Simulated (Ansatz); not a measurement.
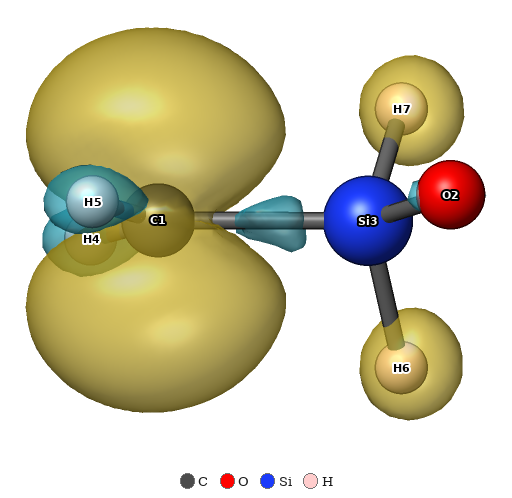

*CH₄OSi (SMILES [CH2][SiH2][O-]) (charge −1, doublet). Isosurfaces of the spin density (α minus β) at +0.015 (yellow) and −0.015 e/Å³ (cyan), seen from one side.*

Geometry: r2SCAN-D4/def2-SVPD.

Computed with isolated molecule in a Gaussian basis; Kohn-Sham density functional theory, functional PBE0 (Ansatz 0.2.0).

```xyz
7

C    -2.0675   -0.8493   -0.0724
O     0.7148   -1.5062    0.7519
Si   -0.4773   -1.8572   -0.2408
H    -2.9549   -1.0231   -0.7015
H    -2.1941   -0.0378    0.6574
H    -1.0168   -3.3005   -0.1931
H    -0.1836   -1.7272   -1.7486
```

Q: Which atoms carry the spin?

A: The unpaired spin (1 electron) lies mostly on C1 (about 0.8) and Si3 (about 0.1), in electrons by Hirshfeld's partition.
